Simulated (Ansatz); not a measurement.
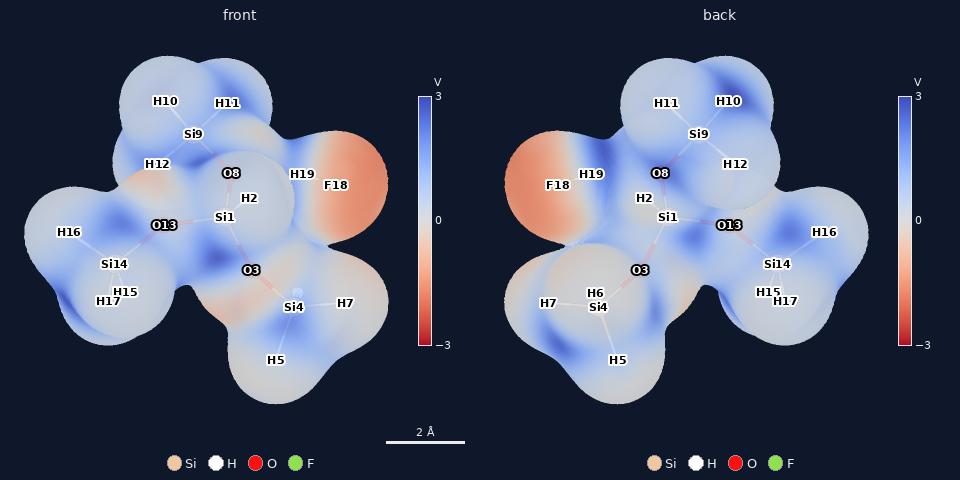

*H10O3Si4···HF. The molecular electrostatic potential painted on the density surface at 0.004 e/bohr³, seen from the front and from behind; the colour scale runs from red (negative) to blue (positive).*

Theory: Ansatz, RHF/6-31G*.

The calculation's input:

```
crystal:
  periodic: [false, false, false]
  atoms:
    - { symbol: Si, position_ang: [-0.276453, -0.302989, 0.340772] }
    - { symbol: H, position_ang: [0.153881, 0.106985, 1.677292] }
    - { symbol: O, position_ang: [0.958308, -0.865677, -0.525129] }
    - { symbol: Si, position_ang: [2.465997, -1.16194, -1.079086] }
    - { symbol: H, position_ang: [2.389923, -2.25603, -2.072301] }
    - { symbol: H, position_ang: [3.052534, 0.028252, -1.723298] }
    - { symbol: H, position_ang: [3.343043, -1.589719, 0.029322] }
    - { symbol: O, position_ang: [-1.019394, 0.938109, -0.37318] }
    - { symbol: Si, position_ang: [-2.203597, 1.609944, -1.273839] }
    - { symbol: H, position_ang: [-3.522515, 1.293084, -0.69453] }
    - { symbol: H, position_ang: [-2.015646, 3.06777, -1.289863] }
    - { symbol: H, position_ang: [-2.152988, 1.10076, -2.655517] }
    - { symbol: O, position_ang: [-1.364673, -1.489125, 0.538605] }
    - { symbol: Si, position_ang: [-2.039744, -2.953672, 0.773243] }
    - { symbol: H, position_ang: [-1.8811, -3.36015, 2.182119] }
    - { symbol: H, position_ang: [-3.474603, -2.882072, 0.448874] }
    - { symbol: H, position_ang: [-1.40633, -3.968293, -0.094592] }
    - { symbol: F, position_ang: [1.604836, 1.747412, 0.706331] }
    - { symbol: H, position_ang: [1.21012, 1.638851, 1.524778] }
basis:
  gaussian: { orbitals: "6-31G*" }
hamiltonian:
  xc: hf
relax:
  f_tol: 0.03
  max_steps: 50
output:
  orbitals: {}
```

Run with:

```sh
ansatz run input.yaml --threads 4 --pin off --max-ram 5120MiB --backend cpu --events-out ev --progress --plain --runs-dir out
```

The fields are those of the relaxed geometry.

Question: Which sites attract a positive test charge, and which a negative one?

Answer: A positive charge is drawn to the negative regions and a negative charge to the positive ones. The most negative region (about −1.6 V) lies over F18, the most positive (about +2.7 V) over Si1, Si9, Si14 and H19.
